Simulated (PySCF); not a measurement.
**One shape, several levels: CH5MgN (SMILES [CH3][Mg][NH2])**

We compute a comparison of 6 runs (HF/STO-3G, HF/3-21G, HF/def2-SVP, PBE/STO-3G, B3LYP/6-31G*, PBE/6-31G**) of CH5MgN. The job is set up through a Python script.

The calculation is run with PySCF 2.14.0.

## 1. The system as given

CH5MgN has 8 atoms, charge 0, and is taken as a singlet. As SMILES, `[CH3][Mg][NH2]`. The coordinates come from a PBE0-D4/def2-TZVP relaxation.

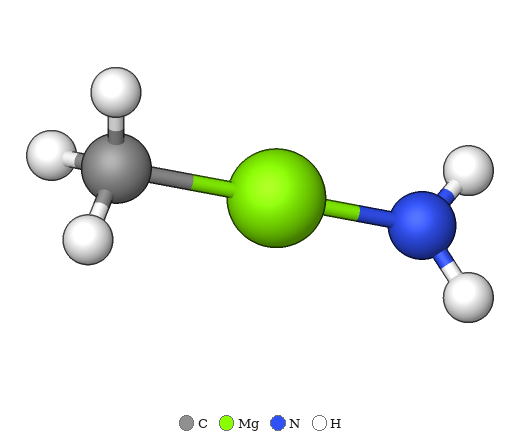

The structure, seen from a chosen angle (carbon grey, magnesium green, nitrogen blue, hydrogen white).

## 2. Energy and forces at HF/STO-3G (run 1)

Contents of calc.py:

```python
import pyscf.grad
from pyscf import gto, scf

system = gto.M(
    atom='''
C       -1.053600       1.222200      -0.646000
Mg       0.214800      -0.239700       0.114100
N        1.368100      -1.570800       0.806100
H       -1.932600       0.783300      -1.129100
H       -0.553900       1.845600      -1.394100
H       -1.419800       1.890600       0.139600
H        2.208700      -1.418300       1.343800
H        1.260400      -2.569800       0.709900
''',
    basis='sto-3g',
    charge=0,
    max_memory=1860,
    verbose=3,
)

myscf = scf.RHF(system)
myscf.conv_tol = 1e-10
myscf.kernel()
if not myscf.converged:
    myscf = myscf.newton().run(myscf.mo_coeff, myscf.mo_occ)

e_final = myscf.e_tot
print('Final energy', e_final)
grad = myscf.Gradients().kernel()
myscf.analyze()
```

Started as:

```sh
$ OMP_NUM_THREADS=1 python calc.py
```

The log of the run:

```text
converged SCF energy = -291.1807314789
Final energy -291.18073147890016
--------------- RHF gradients ---------------
         x                y                z
0 C    -0.0242895264     0.0287322579    -0.0146419679
1 Mg    -0.0008479806     0.0009903832    -0.0005294199
2 N     0.0355350485    -0.0411339762     0.0213671419
3 H    -0.0064516270    -0.0053500534    -0.0034507397
4 H     0.0056226340     0.0037696080    -0.0058156209
5 H    -0.0019925906     0.0041423560     0.0076508664
6 H    -0.0095475055    -0.0025938899    -0.0061408390
7 H     0.0019715475     0.0114433143     0.0015605790
----------------------------------------------
**** MO energy ****
MO #1   energy= -48.5583023925663  occ= 2
MO #2   energy= -15.100015330986   occ= 2
MO #3   energy= -10.8861116108459  occ= 2
MO #4   energy= -3.66197367955124  occ= 2
MO #5   energy= -2.10020103137685  occ= 2
MO #6   energy= -2.10007397435051  occ= 2
MO #7   energy= -2.0972779671919   occ= 2
MO #8   energy= -0.935591248858874 occ= 2
MO #9   energy= -0.810908650207252 occ= 2
MO #10  energy= -0.476587038661159 occ= 2
MO #11  energy= -0.446621890793695 occ= 2
MO #12  energy= -0.446256105298828 occ= 2
MO #13  energy= -0.362473974540247 occ= 2
MO #14  energy= -0.273413998763749 occ= 2
MO #15  energy= -0.219079856783195 occ= 2
MO #16  energy= 0.405035153821698  occ= 0
MO #17  energy= 0.492655493619659  occ= 0
MO #18  energy= 0.512314272963249  occ= 0
MO #19  energy= 0.761734002203474  occ= 0
MO #20  energy= 0.786466679337503  occ= 0
MO #21  energy= 0.790294935587958  occ= 0
MO #22  energy= 0.815527237704086  occ= 0
MO #23  energy= 0.85456596444541   occ= 0
MO #24  energy= 0.999129873502716  occ= 0
 ** Mulliken atomic charges  **
charge of    0C =     -0.53851
charge of    1Mg =      1.25451
charge of    2N =     -0.76785
charge of    3H =     -0.01520
charge of    4H =     -0.01493
charge of    5H =     -0.01498
charge of    6H =      0.04846
charge of    7H =      0.04850
Dipole moment(X, Y, Z, Debye):  0.22576, -0.25794,  0.13563
```

It took 2.2 s on 1 thread of Intel Xeon at 2.70GHz, shared host; peak memory 0.12 GiB.

## 3. Energy and forces at HF/3-21G (run 2)

Contents of job.py:

```python
from pyscf import gto

molecule = gto.M(
    atom=[
    ('C', (-1.053600, 1.222200, -0.646000)),
    ('Mg', (0.214800, -0.239700, 0.114100)),
    ('N', (1.368100, -1.570800, 0.806100)),
    ('H', (-1.932600, 0.783300, -1.129100)),
    ('H', (-0.553900, 1.845600, -1.394100)),
    ('H', (-1.419800, 1.890600, 0.139600)),
    ('H', (2.208700, -1.418300, 1.343800)),
    ('H', (1.260400, -2.569800, 0.709900)),
],
    basis='3-21g',
    max_memory=1860,
    verbose=3,
)

mf = molecule.RHF()
mf.conv_tol = 1e-10
mf.kernel()
if not mf.converged:
    mf = mf.newton().run(mf.mo_coeff, mf.mo_occ)

e_final = mf.e_tot
print('E = %.10f Eh' % e_final)
grad = mf.nuc_grad_method().kernel()
dip = mf.dip_moment()
pop, q = mf.mulliken_pop()
```

Started as:

```sh
$ OMP_NUM_THREADS=1 python job.py
```

The log of the run:

```text
converged SCF energy = -293.179886280658
[... 9 lines left out ...]
Dipole moment(X, Y, Z, Debye):  0.46787, -0.53857,  0.28239
[... 50 lines left out ...]
charge of    7H =      0.27775
```

Wall time 2 s (1 thread of Intel Xeon at 2.70GHz, shared host); peak memory 0.12 GiB.

Runs 3 to 4 aren't shown in full; the table further down has their settings and results.

## 4. Energy and gradient at B3LYP/6-31G(d) (spherical functions) (run 5)

Contents of job.py:

```python
# [CH3][Mg][NH2]
from pyscf import gto, dft

mol = gto.Mole()
mol.atom = [
    ('C', (-1.053600, 1.222200, -0.646000)),
    ('Mg', (0.214800, -0.239700, 0.114100)),
    ('N', (1.368100, -1.570800, 0.806100)),
    ('H', (-1.932600, 0.783300, -1.129100)),
    ('H', (-0.553900, 1.845600, -1.394100)),
    ('H', (-1.419800, 1.890600, 0.139600)),
    ('H', (2.208700, -1.418300, 1.343800)),
    ('H', (1.260400, -2.569800, 0.709900)),
]
mol.max_memory = 1860
mol.verbose = 3
mol.basis = '6-31g*'
mol.spin = 0
mol.build()

mf = dft.RKS(mol)
mf.xc = 'b3lyp'
mf.conv_tol = 1e-10
mf.grids.level = 5
mf.kernel()
if not mf.converged:
    mf = mf.newton().run(mf.mo_coeff, mf.mo_occ)

etot = mf.e_tot
print('Final energy', etot)
grad = mf.nuc_grad_method().kernel()
dip = mf.dip_moment()
pop, q = mf.mulliken_pop()
```

Started as:

```sh
$ OMP_NUM_THREADS=1 python job.py
```

The log of the run:

```text
converged SCF energy = -295.951406776635
Final energy -295.95140677663466
[... 8 lines left out ...]
Dipole moment(X, Y, Z, Debye):  0.29267, -0.33176,  0.17598
[... 65 lines left out ...]
charge of    7H =      0.29684
```

Run time: 18 s. Hardware: 1 thread of Intel Xeon at 2.70GHz, shared host; peak memory 0.57 GiB.

## 5. Energy and forces at PBE/6-31G(d,p) (spherical functions) (run 6)

Contents of input.py:

```python
# [CH3][Mg][NH2]
import pyscf.grad
from pyscf import gto, dft

mol = gto.Mole()
mol.atom = [
    ('C', (-1.053600, 1.222200, -0.646000)),
    ('Mg', (0.214800, -0.239700, 0.114100)),
    ('N', (1.368100, -1.570800, 0.806100)),
    ('H', (-1.932600, 0.783300, -1.129100)),
    ('H', (-0.553900, 1.845600, -1.394100)),
    ('H', (-1.419800, 1.890600, 0.139600)),
    ('H', (2.208700, -1.418300, 1.343800)),
    ('H', (1.260400, -2.569800, 0.709900)),
]
mol.max_memory = 1860
mol.spin = 0
mol.basis = '6-31g**'
mol.verbose = 3
mol.build()

ks = dft.RKS(mol, xc='pbe')
ks.conv_tol = 1e-10
ks.grids.level = 5
ks.kernel()
if not ks.converged:
    ks = ks.newton().run(ks.mo_coeff, ks.mo_occ)

e_final = ks.e_tot
print('Final energy', e_final)
grad = ks.Gradients().kernel()
dip = ks.dip_moment()
pop, q = ks.mulliken_pop()
```

Started as:

```sh
$ OMP_NUM_THREADS=1 python input.py
```

The log of the run:

```text
converged SCF energy = -295.679507704101
Final energy -295.6795077041009
[... 8 lines left out ...]
Dipole moment(X, Y, Z, Debye):  0.28359, -0.31951,  0.17016
[... 80 lines left out ...]
charge of    7H =      0.23376
```

Wall time 24 s (1 thread of Intel Xeon at 2.70GHz, shared host); peak memory 0.7 GiB.

## 6. All runs side by side

```csv
run,level,integration grid,energy (Eh),dipole moment (D),HOMO energy (eV),LUMO energy (eV),wall time
1,HF/STO-3G,–,-291.180731,0.37,-5.96,11.02,2.2 s
2,HF/3-21G,–,-293.179886,0.77,-8.96,2.29,2 s
3,HF/def2-SVP,–,-294.696114,0.52,-9.43,1.42,3.9 s
4,PBE/STO-3G,5,-291.960547,0.58,0.44,5.72,9.3 s
5,B3LYP/6-31G* (spherical functions),5,-295.951407,0.48,-5.50,-0.55,18 s
6,PBE/6-31G** (spherical functions),5,-295.679508,0.46,-4.42,-0.99,24 s
```

## 7. Summary of results

```
                       quantity          value
            run 6: total energy  -295.67951 Eh
           run 6: dipole moment         0.46 D
             run 6: HOMO energy       -4.42 eV
             run 6: LUMO energy       -0.99 eV
           run 6: HOMO–LUMO gap        3.43 eV
run 6: largest force on an atom     0.484 eV/Å
```

In words: The dipole moment (its size) runs from 0.37 D (HF/STO-3G) to 0.77 D (HF/3-21G). The HOMO–LUMO gap runs from 3.43 eV (PBE/6-31G**) to 16.98 eV (HF/STO-3G). The two ends differ in method and basis. Totals of different functionals can't be ranked against each other. In runs 1, 4 the basis is minimal, so the values are rough. All runs together took 60 s, the longest 24 s.
